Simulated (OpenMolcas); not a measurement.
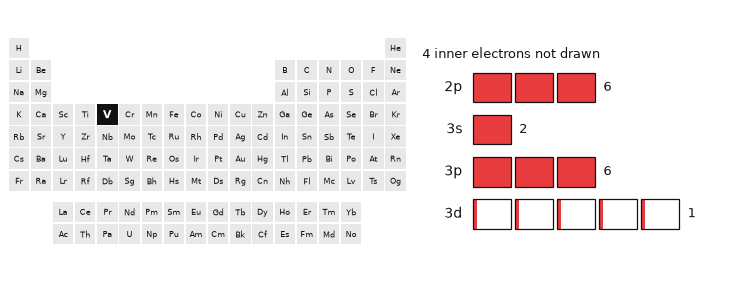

Fig. 1: Left, the place of vanadium in the periodic table; right, the outer shells of the leading configuration of the lowest level: a box for each of the 2l + 1 orbitals, shaded by the share of the shell that is filled, with the electron count at the right.

**Multiconfigurational calculation, with input and output: V⁴⁺ complex**

V⁴⁺ with 4 ligands (Cl; tetrahedron, 2.09 Å), with no charges around it. Computed at this level: state-averaged CASSCF, active space 1 electron in the shell 3d, basis ANO-RCC-VTZP on the metal and ANO-RCC-VDZP on the ligands, DKH2 scalar Hamiltonian, spin-orbit coupling by RASSI with atomic mean-field integrals (OpenMolcas).

### Log (extracts)
```
--- SEWARD ---
Basis set label: V.ANO-RCC...6S5P3D2F1G.

      Electronic valence basis set:
      ------------------
      Associated Effective Charge  23.000000 au
      Associated Actual Charge     23.000000 au
      Nuclear Model: Point charge

      Shell  nPrim  nBasis  Cartesian Spherical Contaminant
         s      21       6        X
         p      15       5        X
         d      10       3                 X
         f       6       2                 X
         g       4       1                 X
                  Relativistic Douglas-Kroll-Hess integrals:
                    - DKH order of Hamiltonian: 2
                    - DKH order of Properties : 0
                  Atomic mean-field integrals
--- RASSCF ---
Wave function specifications:
      -----------------------------

      Number of closed shell electrons          90
      Number of electrons in active shells       1
      Max number of holes in RAS1 space          0
      Max nr of electrons in RAS3 space          0
      Number of inactive orbitals               45
      Number of active orbitals                  5
      Number of secondary orbitals              81
      Spin quantum number                      0.5
      State symmetry                             1
Orbital specifications:
      -----------------------

      Symmetry species                           1
                                                 a
      Frozen orbitals                            0
      Inactive orbitals                         45
      Active orbitals                            5
      RAS1 orbitals                              0
      RAS2 orbitals                              5
      RAS3 orbitals                              0
      Secondary orbitals                        81
      Deleted orbitals                           0
      Number of basis functions                131
      Number of CSFs                             5
      Number of root(s) required                 5
      Iter CI   SX   CI       RASSCF       Energy    max ROT     max BLB   max BLB  Level Ln srch  Step   QN
          iter iter root      energy       change     param      element    value   shift minimum  type update
 Nr of preliminary CI iterations:   1
      Total energies have been shifted. Add                -2000.00 au
        1   1   12    0  -790.60616673    0.00E+00  -1.35E-01*   8  69 1 -4.58E-01*  1.33   0.00    SX    NO
        2   1   13    0  -791.47466680   -8.69E-01* -6.71E-02   32  47 1  1.27E-01*  0.97   0.00    SX    NO
        3   1   14    0  -791.82734162   -3.53E-01*  4.17E-02   32  47 1  8.27E-02*  0.68   0.00    SX    NO
        4   1   14    0  -791.93807212   -1.11E-01* -2.29E-02    8  69 1  6.75E-02*  0.78   0.00    SX    NO
        5   1   13    0  -791.96434629   -2.63E-02* -2.45E-02   32  47 1  2.20E-02*  0.78   2.35    LS   YES
        6   1   13    0  -791.97681566   -1.25E-02* -1.03E-02    9  70 1 -3.07E-02*  0.79   1.26    QN   YES
        7   1   12    0  -791.98005444   -3.24E-03* -8.76E-03   12  96 1 -3.88E-03*  0.80   1.25    QN   YES
        8   1   12    0  -791.98083805   -7.84E-04* -1.88E-03   12  96 1 -1.88E-03*  0.80   1.37    QN   YES
        9   1   11    0  -791.98103052   -1.92E-04* -9.40E-04    8  94 1 -1.62E-03*  0.80   1.38    QN   YES
       10   1   10    0  -791.98108502   -5.45E-05* -8.47E-04    8  69 1  8.36E-04*  0.80   1.55    QN   YES
       11   1   10    0  -791.98110988   -2.49E-05* -5.85E-04    8  94 1  3.58E-04*  0.80   1.53    QN   YES
       12   1   10    0  -791.98112014   -1.03E-05*  2.52E-04    9  95 1  3.69E-04*  0.80   1.44    QN   YES
       13   1    8    0  -791.98112314   -3.00E-06* -2.46E-04    9  70 1 -1.81E-04*  0.80   1.34    QN   YES
       14   1    8    0  -791.98112373   -5.92E-07* -1.27E-04    8  69 1 -5.32E-05   0.80   1.31    QN   YES
       15   1    7    0  -791.98112383   -9.95E-08*  5.92E-05    9  95 1 -2.49E-05   0.80   1.31    QN   YES
       16   1    6    0  -791.98112385   -1.85E-08* -2.10E-05    9  46 1 -1.24E-05   0.80   1.37    QN   YES
       17   1    6    0  -791.98112386   -4.49E-09  -8.45E-06    8  49 1 -6.04E-06   0.80   1.42    QN   YES
      Convergence after 17 iterations
       18   1    6    0  -791.98112386   -1.29E-09  -8.45E-06    9  95 1  3.07E-06   0.80   1.42    QN   YES
      Natural orbitals and occupation numbers for root  1
      sym 1:   0.000000   0.000000   1.000000   0.000000   0.000000
      Natural orbitals and occupation numbers for root  2
      sym 1:   0.000000   0.000000   1.000000  -0.000000  -0.000000
      Natural orbitals and occupation numbers for root  3
      sym 1:  -0.000000  -0.000000  -0.000000   1.000000   0.000000
::    RASSCF root number  1 Total energy:  -2792.00614927
::    RASSCF root number  2 Total energy:  -2792.00614927
::    RASSCF root number  3 Total energy:  -2791.96444025
::    RASSCF root number  4 Total energy:  -2791.96444025
::    RASSCF root number  5 Total energy:  -2791.96444025
--- RASSI ---
SPIN-FREE ENERGIES:
  (Shifted by EMIN (a.u.) =      -2792.0061492712)

 SF State       Relative EMIN(au)   Rel lowest level(eV)    D:o, cm**(-1)

     1             0.0000000000        0.0000000000              0.0000
     2             0.0000000000        0.0000000000              0.0000
     3             0.0417090236        1.1349603504           9154.0726
     4             0.0417090236        1.1349603504           9154.0726
     5             0.0417090236        1.1349603504           9154.0726
     Dipole printing threshold changed to   1.00000000E+00

++ Dipole transition strengths (spin-free states):
   -----------------------------------------------
     for osc. strength at least  1.00000000E+00

  ( Max oscillator strength is only    1.4794203556796051E-003 )
--
Eigenvalues of complex Hamiltonian:
   -----------------------------------
  (Shifted by EMIN (a.u.) =      -2792.0061492712)

 SO State       Relative EMIN(au)   Rel lowest level(eV)    D:o, cm**(-1)

     1            -0.0000207997        0.0000000001              0.0000
     2            -0.0000207997        0.0000000001              0.0000
     3            -0.0000207997        0.0000000000              0.0000
     4            -0.0000207997        0.0000000000              0.0000
     5             0.0416365510        1.1335542600           9142.7317
     6             0.0416365510        1.1335542600           9142.7317
     7             0.0416365510        1.1335542600           9142.7317
     8             0.0416365510        1.1335542600           9142.7317
     9             0.0418955683        1.1406024796           9199.5794
    10             0.0418955683        1.1406024796           9199.5794
Weights of the five most important spin-orbit-free states for each spin-orbit state.

 SO State  Total energy (au)           Spin-free states, spin, and weights
 -------------------------------------------------------------------------------------------------------
    1        -0.000021       2 0.5  0.5294    1 0.5  0.4701    3 0.5  0.0002    4 0.5  0.0002    5 0.5  0.0001
    2        -0.000021       2 0.5  0.5119    1 0.5  0.4876    4 0.5  0.0002    3 0.5  0.0002    5 0.5  0.0001
    3        -0.000021       2 0.5  0.5100    1 0.5  0.4895    5 0.5  0.0003    3 0.5  0.0001    4 0.5  0.0001
    4        -0.000021       1 0.5  0.5518    2 0.5  0.4477    5 0.5  0.0002    4 0.5  0.0001    3 0.5  0.0001
    5         0.041637       5 0.5  0.4095    4 0.5  0.3560    3 0.5  0.2340    1 0.5  0.0004    2 0.5  0.0001
    6         0.041637       5 0.5  0.4095    4 0.5  0.3560    3 0.5  0.2340    1 0.5  0.0004    2 0.5  0.0001
    7         0.041637       3 0.5  0.4324    4 0.5  0.3103    5 0.5  0.2568    2 0.5  0.0004    1 0.5  0.0001
    8         0.041637       3 0.5  0.4324    4 0.5  0.3103    5 0.5  0.2568    2 0.5  0.0004    1 0.5  0.0001
    9         0.041896       3 0.5  0.3333    4 0.5  0.3333    5 0.5  0.3333    2 0.5  0.0000    1 0.5  0.0000
   10         0.041896       3 0.5  0.3333    4 0.5  0.3333    5 0.5  0.3333    2 0.5  0.0000    1 0.5  0.0000
 -------------------------------------------------------------------------------------------------------
```

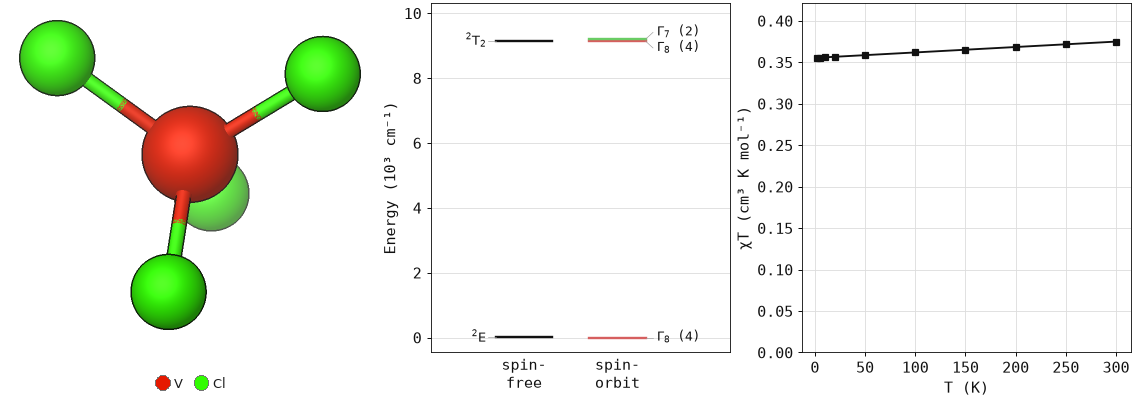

Fig. 2: V⁴⁺ (3d) with 4 ligands, Cl⁻, at 2.09 Å (arrangement: tetrahedron, Td), and its levels and susceptibility. Labels give the representation in O, Td, D4 or D3 as the site allows (double group for half-integer spin) where it could be assigned and, in brackets, the degeneracy; spin-free states, where drawn, share the zero of the spin-orbit levels. Powder susceptibility by Van Vleck's formula. The ground level is Γ₈, 4-fold degenerate, 100 % from states of spin multiplicity 2. The next level lies at 9,140 cm⁻¹ (Γ₈). The lowest spin-free state is ²E; of the same spin there follows at 9,150 cm⁻¹ (²T₂) above it. A ligand-field fit to the spin-free states gives |10Dq| = 9,150 cm⁻¹. χT is 0.356 cm³ K mol⁻¹ at 2 K and 0.375 at 300 K, an effective moment of 1.73 μB. The active orbitals hold 76 to 90 % metal character (Löwdin), and the Mulliken charge of the metal is +0.82.

### Input file
```
&GATEWAY
Coord
5

V 0.0 0.0 0.0
Cl 1.206662 1.206662 1.206662
Cl 1.206662 -1.206662 -1.206662
Cl -1.206662 1.206662 -1.206662
Cl -1.206662 -1.206662 1.206662
Basis=V.ANO-RCC-VTZP,Cl.ANO-RCC-VDZP
Group=NoSym
NoMove
AngMom=0.0 0.0 0.0
AMFI
RICD
&SEWARD
&RASSCF
FileOrb=start.orb
Symmetry=1
Spin=2
nActEl=1 0 0
Inactive=45
Ras2=5
CIRoot=5 5 1
SDav=5
CIMx=300
Iter=150 100
PrWF=0.3
OrbListing=Nothing
MaxOrb=0
LevShft=1.0
>>> COPY $Project.JobIph JOB001
&RASSI
NrOfJobIphs=1 5
1 2 3 4 5
IphNames
JOB001
EJob
SpinOrbit
DIPRint=1.0
SOCoupling=1000.0
Subsets=2
Property=9
'ANGMOM' 1 'ANGMOM' 2 'ANGMOM' 3 'MLTPL  1' 1 'MLTPL  1' 2 'MLTPL  1' 3
'AMFI' 1 'AMFI' 2 'AMFI' 3
SOProperty=3
'ANGMOM' 1 'ANGMOM' 2 'ANGMOM' 3
```

The file start.orb holds starting orbitals from an earlier step. A driver script formed the levels outside the program, from RASSI's spin-orbit matrix and the active-space energies, averaged over the components of each term or state.

Command:
```bash
OMP_NUM_THREADS=1 MOLCAS_MEM=2457 MOLCAS_PROJECT=a pymolcas a.inp > a.log  # once for each step of the input, in one work folder
```

### Key numbers

- outcome: converged
- energy of the lowest spin-free term: −2792.00615 hartree
- energy of the lowest spin-orbit level: −2792.00617 hartree
- largest spread among components of a term: 0.0 cm⁻¹
- hardware: 1 thread of Arm Neoverse V1, 24 GiB of memory available, shared host
- wall time: 25 s
- peak memory: 0.2 GiB

### Notes

Limits: covalent bonds, ligand orbitals missing from the active space; distances are set from ionic radii, not optimised.
